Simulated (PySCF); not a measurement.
C3H4ClOSi (SMILES O=[C]/C(Cl)=C\[SiH3]) (doublet)

```xyz
10

O     1.5959    1.7147    1.6607
C     1.4124    0.8555    0.8975
C     1.2779   -0.1435    0.0259
Cl    2.8963   -0.7814   -0.3331
C     0.1373   -0.6593   -0.5556
Si   -1.5665   -0.0017   -0.1903
H     0.2841   -1.4801   -1.2374
H    -1.9124   -0.2199    1.2190
H    -2.4969   -0.7204   -1.0568
H    -1.6192    1.4407   -0.4524
```

Geometry: GFN2-xTB.

These are results of UKS B3LYP, pcH-1 on C Cl H O Si, non-relativistic, mean-field spin-orbit, GIAO (PySCF 2.14.0, density-fitted response routines), not measurements.

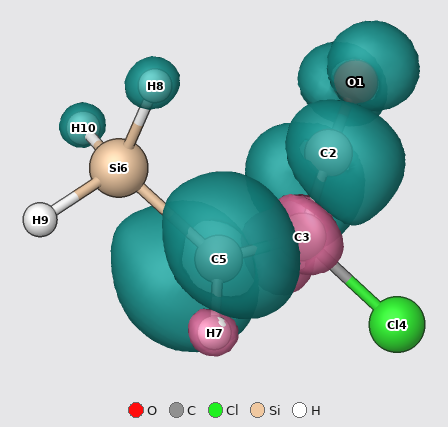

Figure 1. Isosurfaces of the spin density (α minus β) at +0.015 (teal) and −0.015 e/Å³ (pink), seen at a tilt.

**Which atoms carry the spin?**

The unpaired spin (1 electron) lies mostly on C5 (about 0.5), C2 (about 0.2) and O1 (about 0.1), in electrons by Hirshfeld's partition.

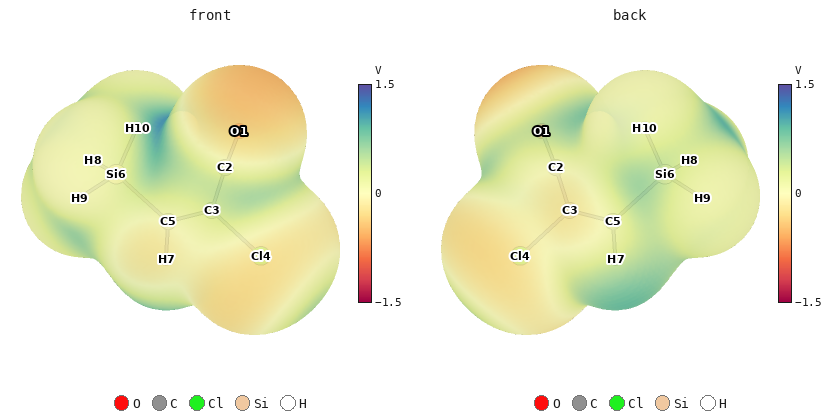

Figure 2. The molecular electrostatic potential painted on the density surface at 0.001 e/bohr³, seen from the front and from behind; red is negative and blue positive.

**Which sites attract a positive test charge, and which a negative one?**

A positive charge is drawn to the negative regions and a negative charge to the positive ones. The most negative region (about −0.5 V, or −12 kcal/mol for a unit charge) lies over O1, the most positive (about +1.0 V, or +23 kcal/mol for a unit charge) over C2 and Si6. Cl4 shows a σ-hole: about +0.5 V, or +12 kcal/mol for a unit charge at the tip opposite its bond, against about −0.1 V on its flanks.
